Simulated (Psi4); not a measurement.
# HF/3-21G run of C3H4F2 (SMILES F/C=C\CF)

What is the energy change on altering one bond length of C3H4F2 at HF/3-21G? 

The results are computed with Psi4 1.11.

1 further run of the same task is left out (set aside as unsound or not needed).

**1. The system as given**

C3H4F2: 9 atoms, total charge 0, spin state singlet. SMILES: `F/C=C\CF`. Geometry: relaxed at PBE0-D4/def2-TZVP. This is one conformer, not always the lowest.

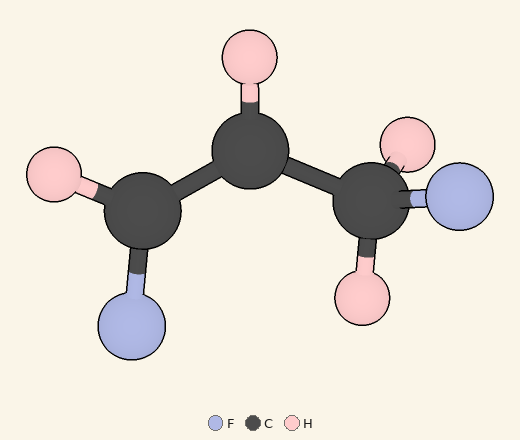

Viewed from a chosen angle; fluorine light blue, carbon dark grey, hydrogen pink.

**2. Energy and forces at HF/3-21G**

input.in

```
memory 2200 mb

molecule m {
  0 1
  F     -1.771300     0.696200    -0.764200
  C     -0.756800    -0.083800    -1.148800
  C      0.269900    -0.355400    -0.364300
  C      0.439500     0.155200     1.019400
  F      1.656600     0.811400     1.133700
  H     -0.888900    -0.458700    -2.156900
  H      1.042400    -1.001300    -0.765600
  H      0.449800    -0.666700     1.742700
  H     -0.352600     0.856800     1.286900
  symmetry c1
  no_reorient
  no_com
}

set globals {
  basis         3-21G
  puream        true
  e_convergence 1e-09
  d_convergence 1e-08
  scf_type      pk
}

e_tot, wfn = gradient("scf", return_wfn=True)
print_variables()
```

The run is started by

```console
psi4 -n 1 input.in input.out
```

input.out:

```text
[...]
  Running in c1 symmetry.
[...]
  Nuclear repulsion =  168.442552110584870
[...]
  Multiplicity = 1
[...]
  Nalpha       = 20
  Nbeta        = 20
[...]
    Number of basis functions: 53
[...]
   @RHF iter   1:  -312.99442885886242   -8.33884e-01   6.23436e-03 ADIIS/DIIS
[...]
   @RHF iter  12:  -313.05375686627337   -5.11591e-13   9.49587e-09 DIIS
[...]
    Orbital Energies [Eh]
    ---------------------
    Doubly Occupied:
       1A    -26.184355     2A    -26.126856     3A    -11.286962
       4A    -11.262385     5A    -11.194763     6A     -1.626842
       7A     -1.564138     8A     -1.096784     9A     -0.950237
      10A     -0.811923    11A     -0.752385    12A     -0.707866
      13A     -0.691275    14A     -0.678606    15A     -0.648184
      16A     -0.612971    17A     -0.582696    18A     -0.515425
      19A     -0.510480    20A     -0.389517
[...]
  @RHF Final Energy:  -313.05375686627337
   => Energetics <=
    Nuclear Repulsion Energy =            168.4425521105848702
    One-Electron Energy =                -766.6033124755630297
    Two-Electron Energy =                 285.1070034987047848
    Total Energy =                       -313.0537568662733747
[...]
 Multipole Moments:
 ------------------------------------------------------------------------------------
     Multipole            Electronic (a.u.)      Nuclear  (a.u.)        Total (a.u.)
 ------------------------------------------------------------------------------------
 L = 1.  Multiply by 2.5417464519 to convert [e a0] to [Debye]
 Dipole X            :          1.7204518           -2.0144480           -0.2939962
 Dipole Y            :        -20.8369618           20.0207034           -0.8162584
 Dipole Z            :         -1.2522277            0.8889272           -0.3633006
 Magnitude           :                                                    0.9405843
[...]
  -Total Gradient:
     Atom            X                  Y                   Z
    ------   -----------------  -----------------  -----------------
       1        0.018600685801    -0.015050509180    -0.009111039928
       2       -0.028679075045     0.020011860844     0.004415328593
       3        0.009097709608     0.007447536290     0.024526150635
       4        0.018751936132     0.003294602386    -0.013637641460
       5       -0.017443390270    -0.008117122455    -0.001078823528
       6       -0.004296425804    -0.002737504154    -0.011515735247
       7        0.005615348050    -0.006467839737    -0.004726580057
       8        0.002812236925    -0.006376403648     0.007311957638
       9       -0.004459025397     0.007995379654     0.003816383353
[...]
```

Wall time 3.6 s (1 thread of AMD EPYC 7R43 (Zen 3), shared host); peak memory 0.19 GiB.

**3. The distorted shape, same level**

input.dat

```
memory 2200 mb

molecule {
  F     -2.582881     1.320185    -0.456527
  C     -0.756800    -0.083800    -1.148800
  C      0.269900    -0.355400    -0.364300
  C      0.439500     0.155200     1.019400
  F      1.656600     0.811400     1.133700
  H     -0.888900    -0.458700    -2.156900
  H      1.042400    -1.001300    -0.765600
  H      0.449800    -0.666700     1.742700
  H     -0.352600     0.856800     1.286900
  units angstrom
  symmetry c1
}

set globals {
  reference rhf
  puream true
  e_convergence 1e-09
  d_convergence 1e-08
  scf_type pk
}

e = gradient('scf/3-21G')
```

The run is started by

```console
psi4 input.dat output.dat -n 1
```

output.dat:

```text
[...]
  Running in c1 symmetry.
[...]
  Nuclear repulsion =  150.372783161597596
[...]
  Multiplicity = 1
[...]
  Nalpha       = 20
  Nbeta        = 20
[...]
    Number of basis functions: 53
[...]
   @RHF iter   1:  -312.65458821393315   -1.25225e+00   1.07335e-02 DIIS/ADIIS
[...]
   @RHF iter  15:  -312.84304269260207   -2.10321e-12   8.90691e-09 DIIS
[...]
    Orbital Energies [Eh]
    ---------------------
    Doubly Occupied:
       1A    -26.153343     2A    -26.038201     3A    -11.341541
       4A    -11.290656     5A    -11.262685     6A     -1.589508
       7A     -1.373988     8A     -1.144747     9A     -0.980205
      10A     -0.810777    11A     -0.744079    12A     -0.702666
      13A     -0.677791    14A     -0.659632    15A     -0.555846
      16A     -0.541155    17A     -0.499764    18A     -0.497264
      19A     -0.455918    20A     -0.403746
[...]
  @RHF Final Energy:  -312.84304269260207
   => Energetics <=
    Nuclear Repulsion Energy =            150.3727831615975958
    One-Electron Energy =                -730.9846228826586412
    Two-Electron Energy =                 267.7687970284590051
    Total Energy =                       -312.8430426926020687
[...]
 Multipole Moments:
 ------------------------------------------------------------------------------------
     Multipole            Electronic (a.u.)      Nuclear  (a.u.)        Total (a.u.)
 ------------------------------------------------------------------------------------
 L = 1.  Multiply by 2.5417464519 to convert [e a0] to [Debye]
 Dipole X            :         -0.4897393            1.5365885            1.0468492
 Dipole Y            :          2.4047393           -4.0563831           -1.6516438
 Dipole Z            :          0.2799513           -0.7067222           -0.4267709
 Magnitude           :                                                    2.0014879
[...]
  -Total Gradient:
     Atom            X                  Y                   Z
    ------   -----------------  -----------------  -----------------
       1       -0.078484633554     0.058449273401     0.024967361914
       2        0.002568319040    -0.009343033202    -0.020599763301
       3        0.046297710096    -0.022676727389     0.011789882029
       4        0.014648620223    -0.001895028279    -0.027061366970
       5       -0.015420169472    -0.005136249477     0.002003688237
       6        0.025043301106    -0.019001459991    -0.009416767410
       7        0.005075597961    -0.003910823537     0.001751504616
       8        0.003397638563    -0.005298380319     0.009216180430
       9       -0.003126383966     0.008812428791     0.007349280453
[...]
```

Run time: 3.6 s. Hardware: 1 thread of AMD EPYC 7R43 (Zen 3), shared host; peak memory 0.19 GiB.

**4. Results**

Level: HF/3-21G.

| quantity | value |
| --- | --- |
| first shape: total energy | -313.05376 Eh |
| first shape: dipole moment | 2.39 D |
| first shape: HOMO energy | -10.60 eV |
| first shape: LUMO energy | 4.41 eV |
| first shape: HOMO–LUMO gap | 15.01 eV |
| first shape: largest force on an atom | 1.813 eV/Å |
| distorted shape: total energy | -312.84304 Eh |
| distorted shape: dipole moment | 5.09 D |
| distorted shape: HOMO energy | -10.99 eV |
| distorted shape: LUMO energy | -0.14 eV |
| distorted shape: HOMO–LUMO gap | 10.85 eV |
| distorted shape: largest force on an atom | 5.193 eV/Å |
| energy change with the F1–C2 bond stretched from 1.336 to 2.405 Å | 5.734 eV |

With the F1–C2 bond stretched from 1.336 to 2.405 Å the energy rises by 5.73 eV (132 kcal/mol). The first shape isn't relaxed at this level, so the change isn't measured from a minimum. A restricted reference can't describe the breaking bond well at this length. The largest force (first shape) is 1.81 eV/Å: the shape isn't a stationary point for this species at this level.
